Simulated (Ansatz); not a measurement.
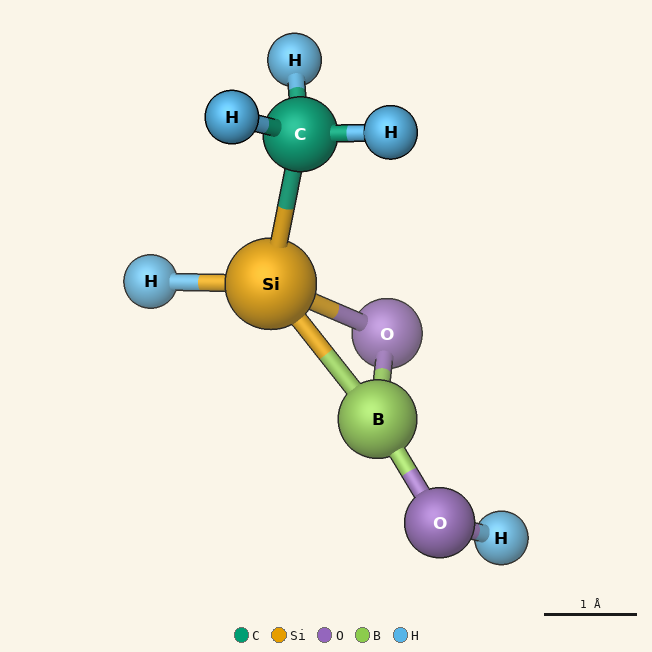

Atoms fade into the background with distance from the viewer. The computed structure is the end point of a PBE0-D4/def2-TZVP optimisation. No frequency run is at hand to confirm it as a minimum. Masses are those of the most abundant isotopes; constants are for the rigid equilibrium geometry.

> Classify the rotor and give the rotational constants (GHz).

An asymmetric top (C1): A = 11.1, B = 2.24, C = 2.16 GHz. Ray's parameter κ is −0.98, close to the prolate limit.
